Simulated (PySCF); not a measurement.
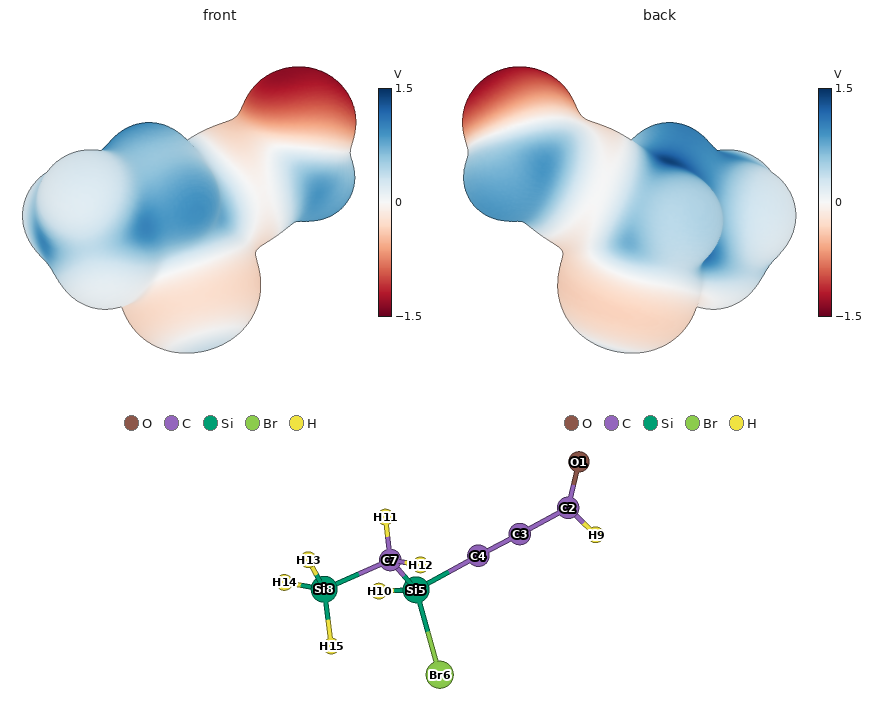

Figure. C4H7BrOSi2. The molecular electrostatic potential painted on the density surface at 0.001 e/bohr³, seen from the front and from behind; the colour scale runs from red (negative) to blue (positive). The bare structure is drawn below in the same view.

Geometry: GFN2-xTB.

Level of theory: B3LYP/def2-SVPD, SCF density, gas phase (PySCF 2.14.0).

```yaml
atoms:
  - { symbol: O, position_ang: [4.1908, 2.4122, -0.2952] }
  - { symbol: C, position_ang: [4.0124, 1.2244, -0.2604] }
  - { symbol: C, position_ang: [2.7454, 0.5746, -0.3885] }
  - { symbol: C, position_ang: [1.6708, 0.0342, -0.5163] }
  - { symbol: Si, position_ang: [0.0202, -0.7993, -0.6525] }
  - { symbol: Br, position_ang: [0.1863, -2.6369, 0.6056] }
  - { symbol: C, position_ang: [-1.3428, 0.3012, 0.0472] }
  - { symbol: Si, position_ang: [-3.1134, -0.4014, -0.1051] }
  - { symbol: H, position_ang: [4.8444, 0.5044, -0.1236] }
  - { symbol: H, position_ang: [-0.1623, -1.2674, -2.0189] }
  - { symbol: H, position_ang: [-1.3007, 1.2656, -0.4599] }
  - { symbol: H, position_ang: [-1.1346, 0.5018, 1.0999] }
  - { symbol: H, position_ang: [-4.0445, 0.6043, 0.4029] }
  - { symbol: H, position_ang: [-3.3666, -0.6681, -1.5241] }
  - { symbol: H, position_ang: [-3.2099, -1.6414, 0.6611] }
```

Question: Which sites attract a positive test charge, and which a negative one?

Answer: A positive charge is drawn to the negative regions and a negative charge to the positive ones. The most negative region (about −1.3 V) lies over O1, the most positive (about +1.2 V) over Si5. Br6 shows a σ-hole: about +0.3 V at the tip opposite its bond, against about −0.3 V on its flanks. O1 is the likeliest acceptor of a hydrogen bond.

Question: How polar is the molecule by this calculation?

Answer: Its dipole moment is 2.07 D.
